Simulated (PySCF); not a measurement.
GaHNO (charge −1)

```yaml
atoms:
  - { symbol: Ga, position_ang: [1.2892, -3.8806, -2.4234] }
  - { symbol: N, position_ang: [-0.3182, -3.2985, -2.8246] }
  - { symbol: O, position_ang: [2.7730, -4.4228, -1.8139] }
  - { symbol: H, position_ang: [-0.4437, -3.2343, -3.8399] }
```

Geometry: PBE0-D4/def2-SVPD.

Method: PySCF, Gaussian-basis quantum chemistry of an isolated molecule with PySCF, energy and nuclear gradient, functional PBE0.

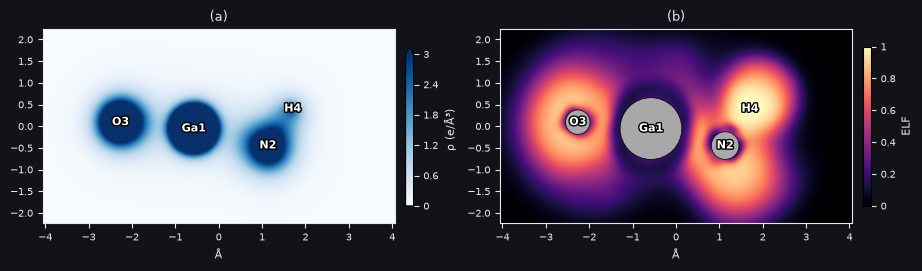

Figure 1. (a) total electron density; (b) ELF on the molecular plane. Grey discs cover the atomic cores in the ELF map.

### What does the map show?

The section cuts through Ga, N, O and H sites. Ga–O (1.69 Å): the density is about 1.1 e/Å³ at the midpoint; the ELF peaks at about 0.80 in the valence shell of O, 0.6 Å from its nucleus, and is about 0.25 at the midpoint. Ga–N (1.76 Å): ρ is about 1.1 e/Å³ halfway; the ELF peaks at about 0.80 in the valence shell of N, 0.6 Å from its nucleus, and is about 0.35 at the midpoint. N–H (1.03 Å): ρ at the midpoint is about 2.7 e/Å³; the ELF climbs to about 1 towards the hydrogen, as it does in any bond to H: an ordinary covalent bond to hydrogen. The ELF also peaks beside N2 and O3, away from the bonds: lone-pair regions.

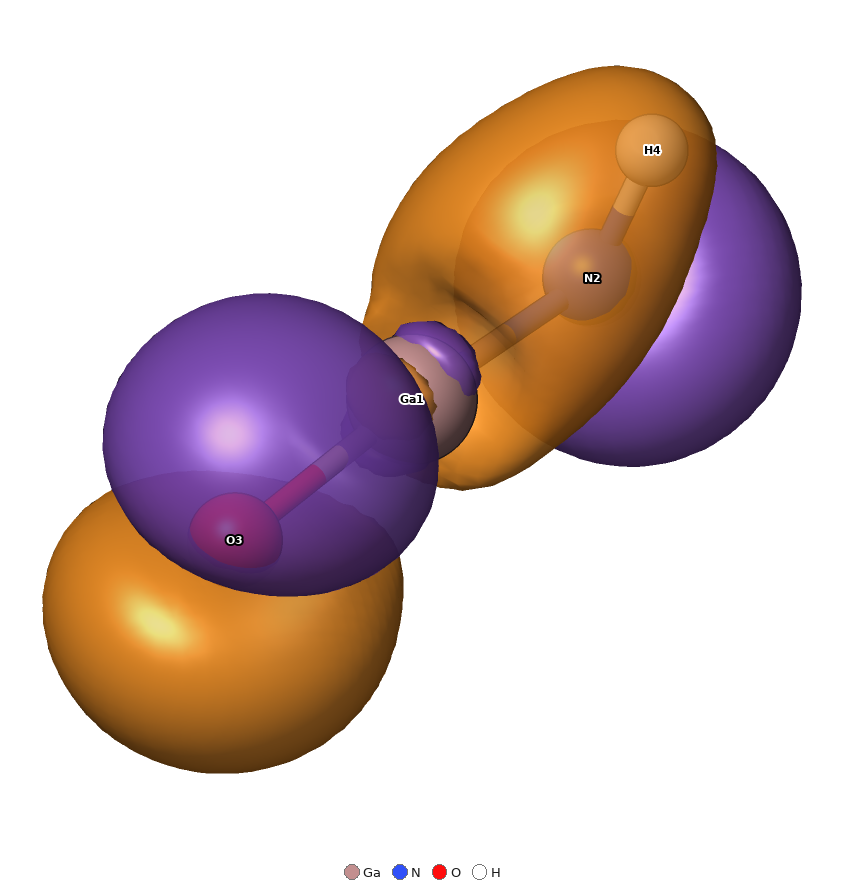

Figure 2. The HOMO−1 at ±0.08 Å⁻³ᐟ² (orange and purple are the two phases), seen at an oblique angle.

### Where does this orbital lie, and at what energy?

Its weight (Hirshfeld) is mainly on O3 (about 50 %), N2 (about 30 %) and Ga1 (about 15 %); it is symmetric in the molecular plane (an in-plane orbital: σ, lone-pair or in-plane π type). Its energy is −1.84 eV.
